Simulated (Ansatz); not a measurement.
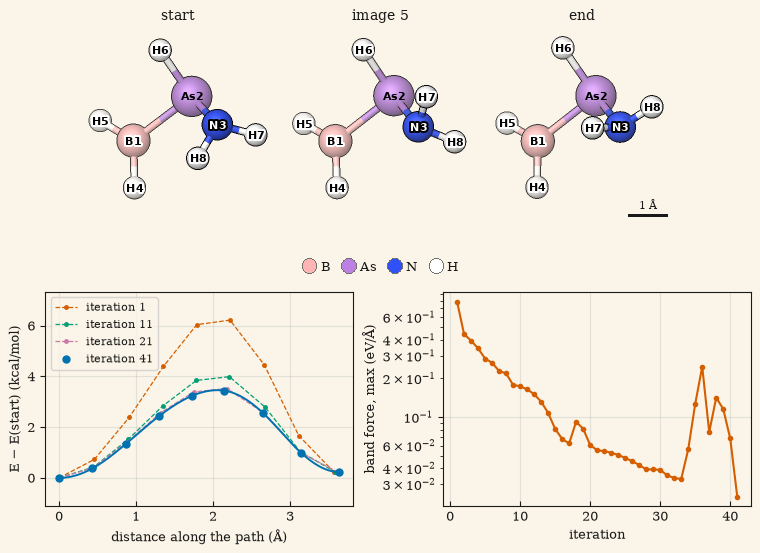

A nudged-elastic-band calculation for BAsNH$_{5}$. Images are numbered from 0 (start) to 8 (end). The plot follows the band through its iterations. Style: ball-and-stick. Shown from a free direction.

The calculation used RKS PBE-D4/def2-SVP (Ansatz 0.2.0).

Input file:
```yaml
crystal:
  periodic: [false, false, false]
  atoms:
    - { symbol: B, position_ang: [-0.944321, 0.671281, -0.930608] }
    - { symbol: As, position_ang: [0.74557, 0.628585, 0.091213] }
    - { symbol: "N", position_ang: [0.881542, -1.052041, 0.925644] }
    - { symbol: H, position_ang: [-1.356731, -0.322629, -1.498466] }
    - { symbol: H, position_ang: [-1.460196, 1.754113, -1.127758] }
    - { symbol: H, position_ang: [0.325377, 1.493676, 1.28687] }
    - { symbol: H, position_ang: [1.72568, -1.522538, 0.574442] }
    - { symbol: H, position_ang: [0.083058, -1.650447, 0.678664] }
basis:
  gaussian: { orbitals: def2-SVP }
hamiltonian:
  xc: pbe
  dispersion: d4
neb:
  order_check: false
  images: 7
  f_tol: 0.03
  max_iterations: 60
  initial_path: idpp
  max_displacement: 0.02
  optimiser: fire
  final_atoms:
    - { symbol: B, position_ang: [-0.97943448, 0.7083027, -0.97193107] }
    - { symbol: As, position_ang: [0.74132408, 0.58947016, -0.00348707] }
    - { symbol: "N", position_ang: [0.89756384, -1.22719414, 0.41813817] }
    - { symbol: H, position_ang: [-1.41551148, -0.23774537, -1.5959951] }
    - { symbol: H, position_ang: [-1.48427493, 1.81012785, -1.07023729] }
    - { symbol: H, position_ang: [0.30225232, 1.31677469, 1.29341983] }
    - { symbol: H, position_ang: [0.14688249, -1.55964796, 1.03540634] }
    - { symbol: H, position_ang: [1.79117717, -1.40008792, 0.89468719] }
```

Run as
```bash
ansatz run input.yaml --threads 1 --pin off --max-ram 2048MiB --backend cpu --events-out ev --progress --plain --runs-dir out
```

How did the profile develop, and is the result final?

Answer. The run is converged, with reservations. The band converged in 41 iterations. The largest component of the band force went from 0.79 to 0.024 eV/Å. The climbing image converged on the top of the path. Its curvatures weren't checked. The step length is far from the usual. The first iteration put the highest image at 6.22 kcal/mol. Forward barrier 3.44 kcal/mol, backward barrier 3.21 kcal/mol, with image 5 at the top; the reaction energy is +0.23 kcal/mol.
